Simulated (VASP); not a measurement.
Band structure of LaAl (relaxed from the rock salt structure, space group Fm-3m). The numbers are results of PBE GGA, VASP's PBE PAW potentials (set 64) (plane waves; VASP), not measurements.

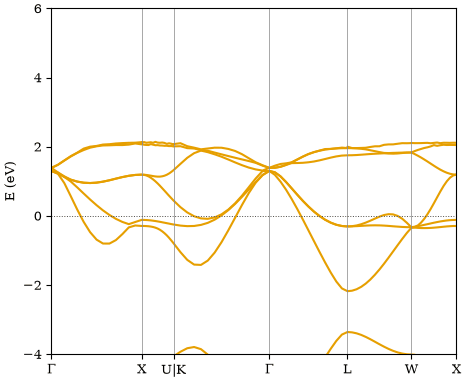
Bands along high-symmetry lines, zero at the valence-band maximum or, without a gap, the Fermi level

### Question
Read the plot: is there a gap, and where are the band edges?

### Answer
It has no gap at this level: it comes out as a metal or semimetal. (Edges off the drawn lines would not show.)

The structure was generated: LaAl was put into the rock salt type (Fm-3m), which need not be its known phase. It was relaxed first, which changed the volume by -26 %.
